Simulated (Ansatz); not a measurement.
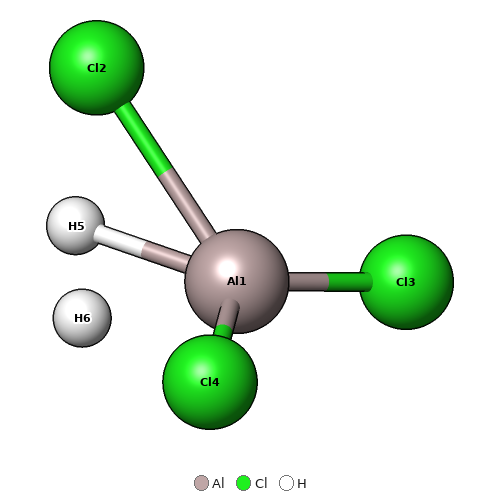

The system is the reacting system AlCl₃H₂ (fragments AlCl₃ + H₂ where the first distance is long, AlCl₃H₂ where the second is long); the picture shows the reference structure. Coordinates scanned: (1) distance Al1–H6 (bond that forms); (2) distance H5–H6 (bond that breaks). Relaxed at each point: all other coordinates. The scan uses a 13 × 13 grid. Points are written as (first, second). Energies are in kJ/mol, from a guessed transition structure relaxed with its forming and breaking bonds held. The reference is spin-restricted, so regions where a bond is pulled apart into radicals lie too high. Level of theory: RKS PBE0-D4/def2-SVP (Ansatz).

Its coordinates:

```xyz
6

Al    0.2732   -0.5784   -0.0341
Cl    0.6277    1.8766   -0.8161
Cl   -0.4471   -1.8437   -1.5082
Cl    1.4446   -1.1328    1.5825
H    -0.6517    1.1374    0.1374
H    -1.2467    0.5408    0.6384
```

Range: distance Al1–H6 (bond that forms) from 1.368 to 2.868 Å; distance H5–H6 (bond that breaks) from 0.666 to 2.166 Å.

Q: Predict the map.

A: The lowest grid point is at (2.272 Å, 0.733 Å), −145 kJ/mol from a guessed transition structure relaxed with its forming and breaking bonds held. It is the only kind of minimum in the scanned range. The highest grid point, (2.868 Å, 2.166 Å), lies 378 kJ/mol above the lowest. On the interpolated surface the lowest path from the side where the first distance is long, about (2.72 Å, 0.77 Å), to the side where the second distance is long, about (1.58 Å, 2.17 Å), has its top at (1.633 Å, 1.297 Å), about 120 kJ/mol above the start and 15 kJ/mol above the end.

```
second ↓, first →  1.368  1.435  1.528  1.633  1.748  1.870  1.999  2.133  2.272  2.415  2.562  2.713  2.868
            2.166      3    −20    −35    −35    −22      1     31     65    101    136    171    203    233
            2.011      6    −17    −32    −33    −20      2     31     64     99    133    166    197    225
            1.860     10    −14    −29    −31    −19      3     31     63     96    128    159    187    211
            1.713     14    −10    −26    −28    −17      3     30     59     90    120    147    170    187
            1.570     19     −5    −22    −25    −16      3     26     53     80    105    125    138    148
            1.431     26      0    −18    −23    −16      0     20     41     61     76     85     93    100
            1.297     33      6    −14    −22    −18     −9      4     15     23     30     36     41     46
            1.168     40     11    −13    −26    −30    −30    −31    −30    −26    −22    −18    −14    −11
            1.046     43     11    −20    −44    −62    −72    −77    −78    −76    −73    −70    −67    −64
            0.931     25    −13    −52    −81   −100   −111   −117   −119   −118   −116   −113   −111   −109
            0.826      1    −37    −75   −104   −123   −135   −140   −142   −142   −141   −139   −137   −135
            0.733      0    −38    −76   −105   −124   −136   −142   −144   −145   −144   −142   −140   −139
            0.666     18    −19    −56    −85   −104   −116   −122   −125   −126   −125   −123   −122   −121
```

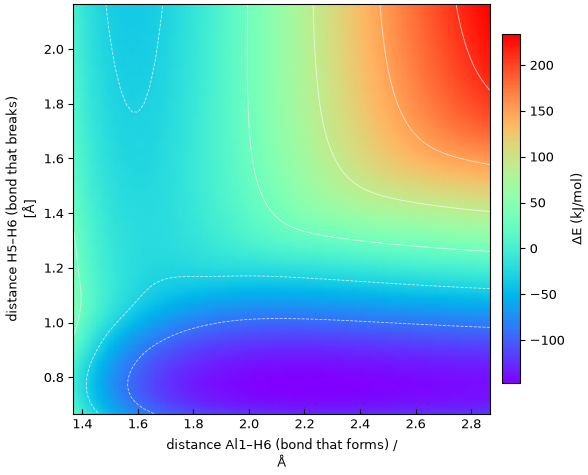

In the figure: a smooth colour map with a few white contour lines. Between grid points the surface is interpolated.

Time for the 169 points that were run: 14 min on 1 thread of Intel(R) Xeon(R) 6975P-C (Granite Rapids), with other jobs on the host.
